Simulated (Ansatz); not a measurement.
**C₂H₇FGeOSi (SMILES O[SiH2][C]([GeH3])=CF): density, localisation and related maps**

Input

```
crystal:
  periodic: [false, false, false]
  atoms:
    - { symbol: O, position_ang: [-2.4295, -1.0143, 0.1257] }
    - { symbol: Si, position_ang: [-0.894, -1.0555, 0.7596] }
    - { symbol: C, position_ang: [0.0708, 0.3872, 0.1378] }
    - { symbol: Ge, position_ang: [1.7573, 0.0517, -0.8952] }
    - { symbol: C, position_ang: [-0.252, 1.6384, 0.4042] }
    - { symbol: F, position_ang: [-1.3644, 1.9382, 1.1558] }
    - { symbol: H, position_ang: [-2.3276, -1.0579, -0.8606] }
    - { symbol: H, position_ang: [-0.2193, -2.2956, 0.3352] }
    - { symbol: H, position_ang: [-0.9532, -0.9933, 2.2707] }
    - { symbol: H, position_ang: [2.9176, 0.642, -0.1443] }
    - { symbol: H, position_ang: [1.8703, -1.4862, -1.0446] }
    - { symbol: H, position_ang: [1.5493, 0.7105, -2.2679] }
    - { symbol: H, position_ang: [0.2953, 2.4999, 0.0384] }
basis:
  gaussian: { orbitals: def2-SVP }
hamiltonian:
  xc: pbe0
  dispersion: d4
relax:
  f_tol: 0.015
  max_steps: 40
output:
  orbitals: {}
```

Launched as:

```sh
ansatz run input.yaml --threads 2 --pin off --max-ram 3072MiB --backend cpu --events-out ev --progress --plain --runs-dir out
```

The fields are those of the run's last geometry, not of the input's.

Theory: RKS PBE0-D4/def2-SVP (Ansatz 0.2.0).

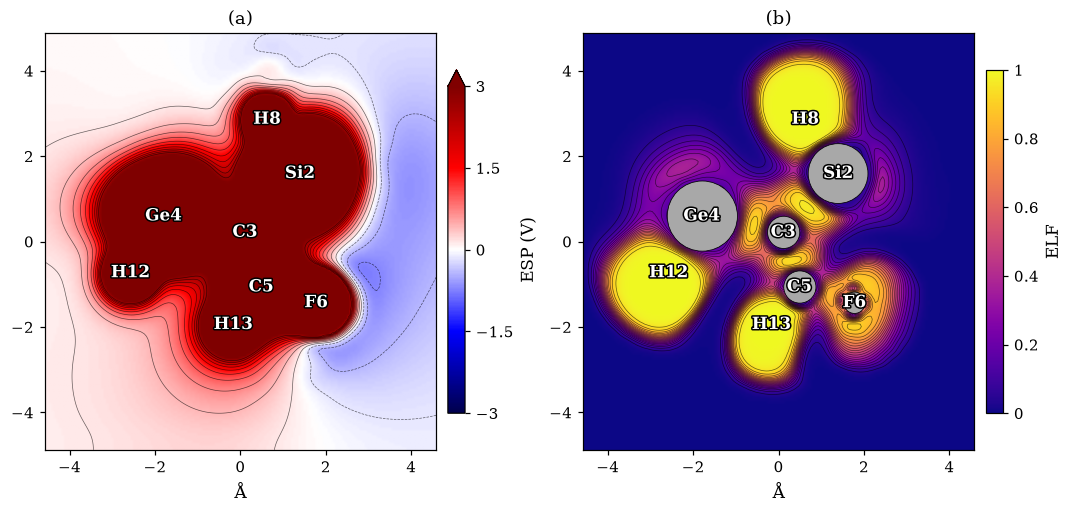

Figure 1. (a) electrostatic potential; (b) electron localisation function on the plane of atoms C3, C5 and H13. Grey discs cover the atomic cores in the ELF map.

What do the fields say about this system?

The plane passes through Si, C, Ge, F and H nuclei.
C–F (1.33 Å): the ELF peaks at about 0.85 between the atoms (a polar covalent bond).
C–C (1.33 Å): the ELF peaks at about 0.95 between the atoms (a short, multiple covalent bond).
C–Si (1.88 Å): the ELF peaks at about 0.95 between the atoms (a covalent bond).
C–Ge (1.94 Å): the ELF peaks at about 0.90 in the valence shell of C, 0.7 Å from its nucleus, and is about 0.65 at the midpoint.
C–H (1.10 Å): the ELF climbs to about 1 towards the hydrogen, as it does in any bond to H (an ordinary covalent bond to hydrogen).
The ELF also peaks beside F6, away from the bonds: lone-pair regions.
Outside the dense part of the molecule the potential is most negative (−0.8 V) near F6.

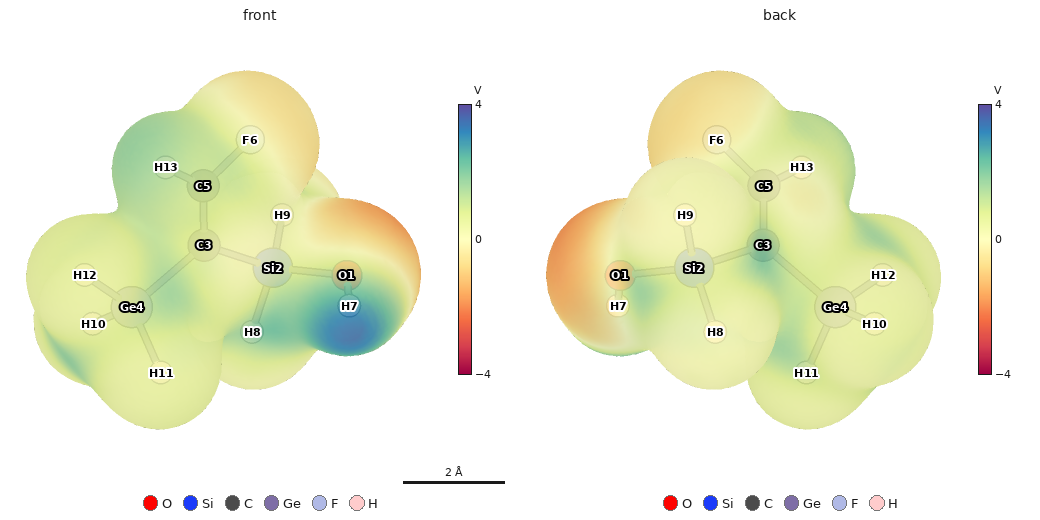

Figure 2. The electrostatic potential painted on the density surface at 0.004 e/bohr³, seen from the front and from behind; red is negative and blue positive.

Where is the surface potential most negative and most positive?

The most negative region (about −1.8 V) lies over O1, the most positive (about +3.3 V) over H7. O1 is the likeliest acceptor of a hydrogen bond.

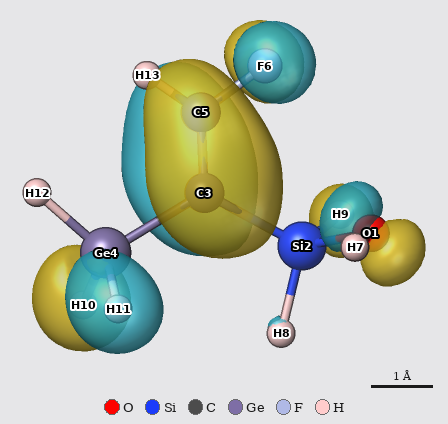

Figure 3. The HOMO at ±0.08 Å⁻³ᐟ² (yellow and cyan are the two phases), seen across its widest extent.

What is the character of this orbital?

By Hirshfeld shares it lies mainly on C3 (about 35 %), C5 (about 25 %), F6 (about 10 %) and Ge4 (about 5 %). Its energy is −7.84 eV.

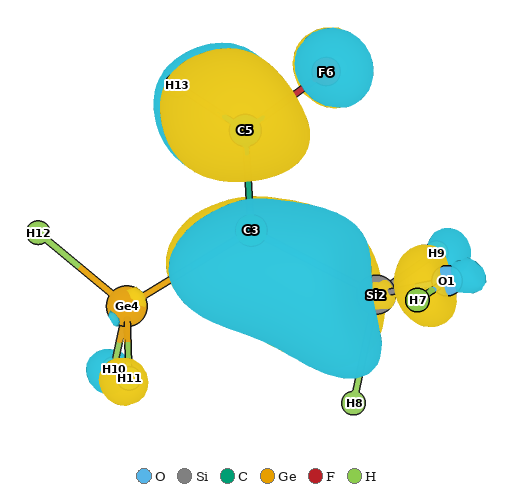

Figure 4. The LUMO at ±0.1 Å⁻³ᐟ² (yellow and cyan are the two phases), seen across its widest extent.

Describe this orbital and give its energy.

Its weight (Hirshfeld) is mainly on C5 (about 35 %), C3 (about 20 %), Si2 (about 15 %) and F6 (about 5 %). Its energy is −0.81 eV.
